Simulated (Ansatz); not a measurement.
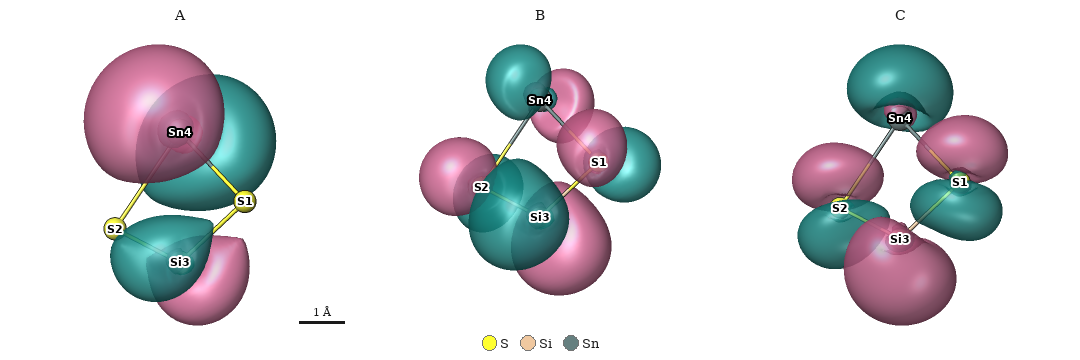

S₂SiSn (triplet). Three frontier orbitals at ±0.08 Å⁻³ᐟ² (teal and pink are the two phases), in no order.

Geometry: PBE0-D3(BJ)/def2-SVP; core potentials replace the inner electrons of Sn.

Computed with Ansatz, isolated molecule in a Gaussian basis; Kohn-Sham density functional theory, functional PBE0.

**Order the three orbitals by energy and name them. All are α orbitals.**

C is the HOMO−1 (α) (−6.93 eV). It lies mainly on Si3 (about 40 %), S1 (about 20 %), S2 (about 20 %) and Sn4 (about 20 %); it is symmetric in the molecular plane (an in-plane orbital: σ, lone-pair or in-plane π type). A is the HOMO (α) (−4.85 eV). Its weight (Hirshfeld) is mainly on Sn4 (about 75 %) and Si3 (about 15 %); it changes sign across the molecular plane (π type). B is the LUMO (α) (−2.47 eV). Its weight (Hirshfeld) is mainly on Si3 (about 50 %), S1 (about 20 %), S2 (about 20 %) and Sn4 (about 15 %); it changes sign across the molecular plane (π type); π-antibonding (a node) across S1–Si3, S1–Sn4, S2–Si3 and S2–Sn4.

**What is the gap between the highest occupied and lowest empty α orbitals?**

2.38 eV between the orbital energies.
